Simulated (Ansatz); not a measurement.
System: C3H9BSi.

The calculation's input:

```
crystal:
  periodic: [false, false, false]
  atoms:
    - {symbol: C, position_ang: [-1.179587, 1.632027, -0.228468]}
    - {symbol: C, position_ang: [-0.645434, 0.265143, 0.129697]}
    - {symbol: B, position_ang: [0.594066, 0.026623, 1.029664]}
    - {symbol: C, position_ang: [1.094923, -1.428784, 0.783442]}
    - {symbol: Si, position_ang: [0.477195, -0.887041, -0.937353]}
    - {symbol: H, position_ang: [-0.362525, 2.330815, -0.421083]}
    - {symbol: H, position_ang: [-1.814745, 1.614122, -1.117972]}
    - {symbol: H, position_ang: [-1.776253, 2.048409, 0.588346]}
    - {symbol: H, position_ang: [-1.443585, -0.470645, 0.306922]}
    - {symbol: H, position_ang: [1.320036, 0.918698, 1.373092]}
    - {symbol: H, position_ang: [2.117912, -1.713697, 1.006357]}
    - {symbol: H, position_ang: [0.396819, -2.232055, 1.037812]}
    - {symbol: H, position_ang: [1.469986, -0.216148, -1.812378]}
    - {symbol: H, position_ang: [-0.262008, -1.916766, -1.709277]}
basis:
  gaussian: {orbitals: def2-TZVPP}
hamiltonian: {xc: pbe0, dispersion: d4}
output: {orbitals: {seedname: orbitals}}
```

Launched as:

```sh
ansatz run in.yaml --threads 4 --pin off --events-out ev --progress --plain --max-ram 10444MiB
```

Geometry: PBE0-D4/def2-TZVP.

Theory: Ansatz 0.2.0, RKS PBE0-D4/def2-TZVPP.

Question: What will maps of the electron density and electron localisation function show?

Answer: C–C (1.51 Å): ρ at the midpoint is about 1.7 e/Å³; the ELF peaks at about 0.95 between the atoms: a covalent bond.
C–H (1.09 Å): ρ at the midpoint is about 2 e/Å³; the ELF climbs to about 1 towards the hydrogen, as it does in any bond to H: a covalent bond by its length.

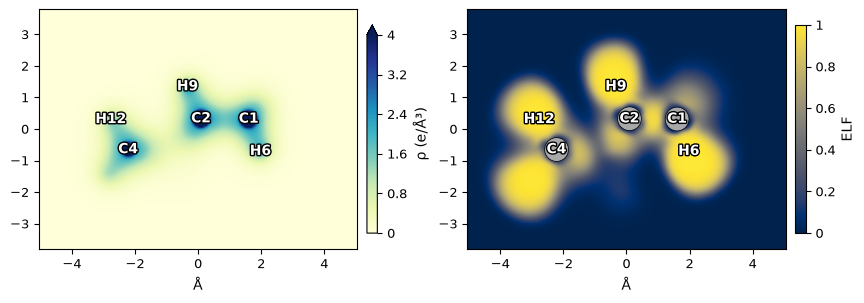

Computed electron density and electron localisation function on the plane of atoms C1, C2 and H9, in this order. Grey discs cover the atomic cores in the ELF map. 
